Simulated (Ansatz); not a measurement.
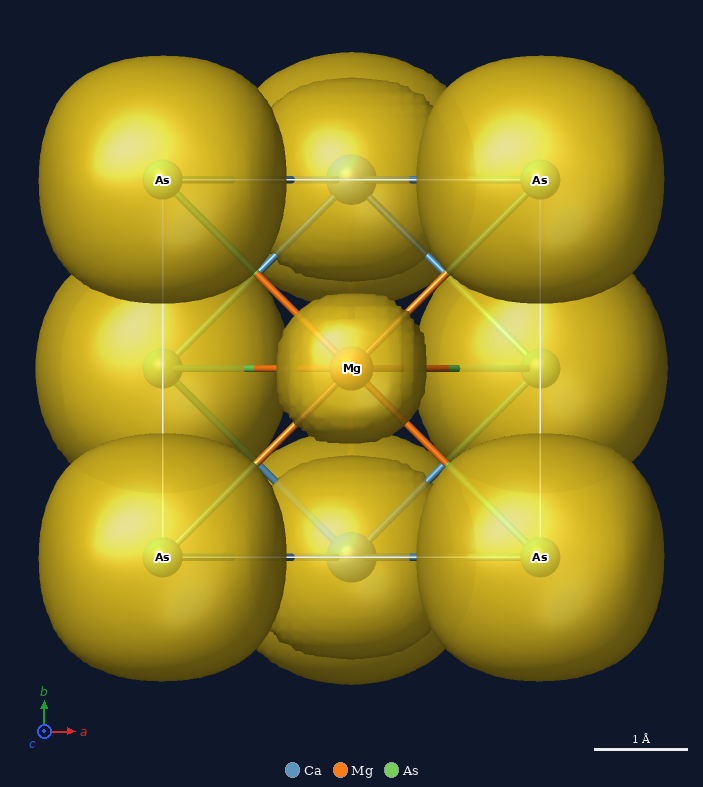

The picture shows: Ca₂MgAs₃. Isosurface of the valence charge density (pseudo) at 0.2 e/Å³ (yellow), seen along the c axis. Sticks mark near contacts.

Space group P-4m2; a structure generated by program, which may or may not match a known phase; computed without spin polarisation.

Theory: DFT PBE, scalar-relativistic, plane waves, PAW in Ansatz 0.2.0.

In a PAW calculation such maps are meaningful between the atoms, not at the nuclei.

### How is the density connected at this value?

At this value the density breaks into separate islands; it holds about 85 % of the electrons treated as valence (semicore included). It bridges none of the near contacts. It is pinched off along the sampled Mg–As (2.90 Å), Ca–As (2.93 Å), Ca–As (3.12 Å) and Mg–As (3.13 Å) contacts. On the grid the lowest density along these lines, outside the cores, is 0.12 e/Å³ (Mg–As, 2.90 Å), 0.17 e/Å³ (Ca–As, 2.93 Å), 0.13 e/Å³ (Ca–As, 3.12 Å) and 0.1 e/Å³ (Mg–As, 3.13 Å).
